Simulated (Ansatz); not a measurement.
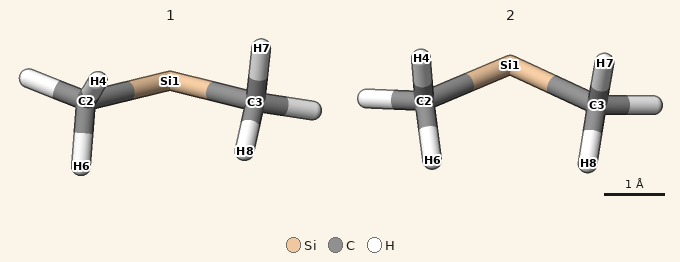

Two geometries of C2H6Si, drawn at one scale. One is the start of a relaxation, the other its converged end. A stick model, seen from a free direction.

Level of theory: RKS PBE0-D4/def2-TZVP (Ansatz 0.2.0). Set-up: force threshold 0.005 eV/Å; at most 200 steps.

Question: Which of the two is the end point?

Answer: Structure 1 is the relaxed one. It is one of the separated products of a reaction. The atom that moves furthest after the best rigid fit is an H atom (0.51 Å). By element the largest moves are H 0.51 Å, Si 0.29 Å, C 0.06 Å. Some distances before and after: C–Si 1.923 → 1.896 Å, C–H 1.095 → 1.101 Å. Bond angles that change, for instance: Si–C–H 115.7° → 105.5°, Si–C–H 105.5° → 113.8°, H–C–H 106.1° → 109.7°. Groups turn about C–Si by about 35°. After 25 accepted moves (29 points after the start) the energy has fallen by 2.44 kJ/mol. The largest force component goes from 0.45 to 0.0026 eV/Å. The line search rejected the trial steps at points 6, 21, 23, 24 of the run. The forces were under the threshold at step 13, but the run went on from there. The run took 15 s on 4 threads of AMD EPYC 9R45 96-Core (shared host).
